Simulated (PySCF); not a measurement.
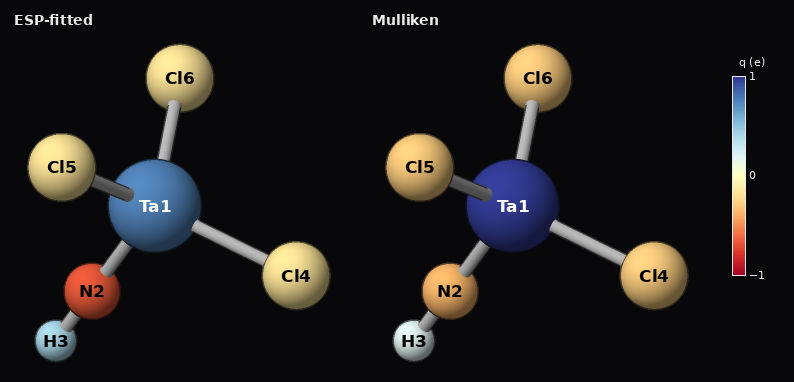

Atomic charges of one calculation by 2 schemes, on one colour scale. The species is neutral and a spin singlet. Computed geometry: PBE0-D3(BJ)/def2-SVP optimisation. No frequency run is at hand to confirm it as a minimum. Computed with PBE0/pcSseg-1 (def2-TZVP on Ta), core potentials on Ta (PySCF 2.14.0).

### On which atom do the schemes disagree most?

On N2 (from −0.66 to −0.36 e).

List the charges (e), one line for each set of equivalent atoms. Atoms whose distances differ by more than 0.02 Å in this geometry are listed apart.

```json
{"atom": "Ta1", "ESP-fitted": "0.74", "Mulliken": "0.98"}
{"atom": "N2", "ESP-fitted": "−0.66", "Mulliken": "−0.36"}
{"atom": "H3", "ESP-fitted": "0.40", "Mulliken": "0.18"}
{"atom": "Cl4", "ESP-fitted": "−0.16", "Mulliken": "−0.26"}
{"atom": "Cl5, Cl6", "ESP-fitted": "−0.16", "Mulliken": "−0.27"}
```
